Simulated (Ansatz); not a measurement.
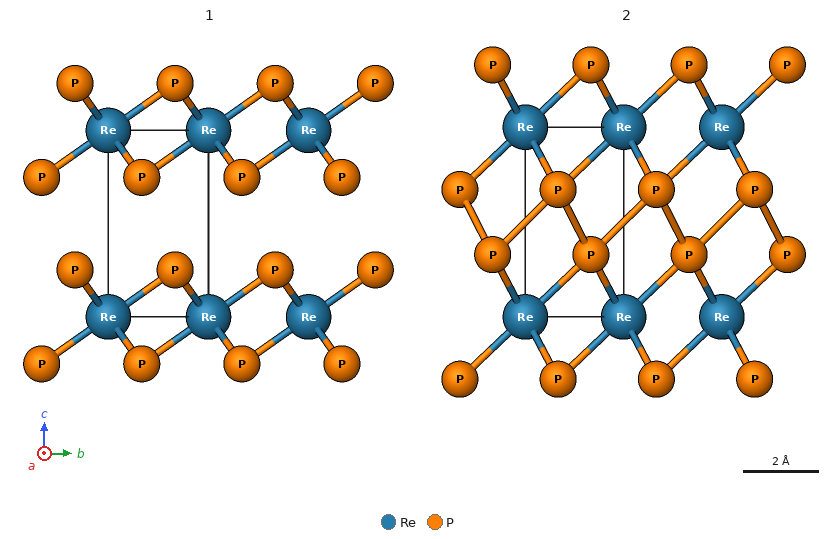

Two geometries of a crystal of ReP$_{2}$ (built on the CdI2 type), drawn at one scale. One is the start of a relaxation, the other its converged end. A ball-and-stick model of the cell of the calculation, repeated 1 × 2 × 1 with one cell outlined, seen along the a axis.

The calculation used Ansatz, DFT PBEsol, scalar-relativistic, plane waves, PAW. Settings: plane-wave cutoff 420 eV; k-point mesh 12 × 12 × 6; occupations gaussian; smearing width 0.05 eV; no spin polarisation; cell and atoms relaxed; force threshold 0.01 eV/Å; at most 60 steps.

Q: Which one is relaxed?

A: Structure 2 is the relaxed one. The largest moves relative to the cell, 0.39 Å, are those of P atoms. Re stays in place. The volume changes by −2.0 %, with a = b 3.106 → 3.048 Å (−1.8 %), c 5.010 → 5.097 Å (+1.7 %). Near-neighbour distances that change, for instance: P–P 3.064 → 2.481 Å, P–Re 2.193 → 2.429 Å. Bond angles that change, for instance: Re–P–Re 90.2° → 77.7°, P–Re–P 89.8° → 102.3°, P–Re–P 90.2° → 77.7°. The space group stays P-3m1 (No. 164). The energy falls by 2.966 eV per cell of the calculation in 6 accepted moves (7 points after the start). The largest force component goes from 8 to 0.0006 eV/Å. Pressure: 59.94 GPa at the start and −0.01 GPa at the end. The SCF was repeated once at an unchanged geometry on a basis and grid sized afresh for the cell, which shifted the energy by 0.3 meV per cell of the calculation at most. The run took of the order of 60 core-seconds on a shared host.
